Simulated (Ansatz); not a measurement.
# Hypothetical anti-perovskite Mn3SiN: pressure series

The parent structure is Mn$_{3}$SiN in the anti-perovskite structure (space group Pm-3m, No. 221; a = 3.6768 Å; ferromagnetic; a hypothetical phase, not in the database extracts checked).

Cell and atoms are relaxed at each pressure.

Method: PBEsol in Ansatz (plane waves to 420 eV, PAW, no spin-orbit coupling).

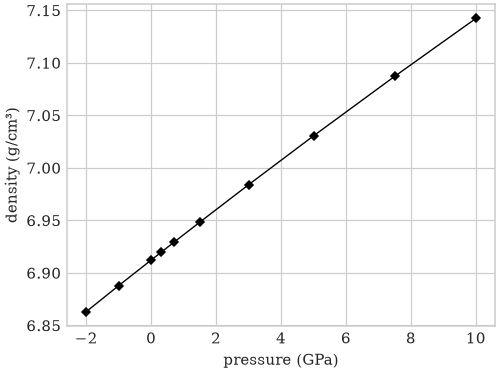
Fig. 1. Density against pressure

### Question
From the plot, what is the density for pressure 5 GPa?

### Answer
About 7.03 g/cm³.

### Question
Is the trend monotonic over the range shown?

### Answer
Yes, it rises throughout, spanning 6.86 g/cm³ to 7.14 g/cm³.

Other magnetic orders, which the real material may have, were not ruled out. Load acts through the strain it causes; cell and atoms are relaxed under it. Stability against distortions was not tested. No other phases were tried under pressure.

Ansatz is an electronic-structure program.
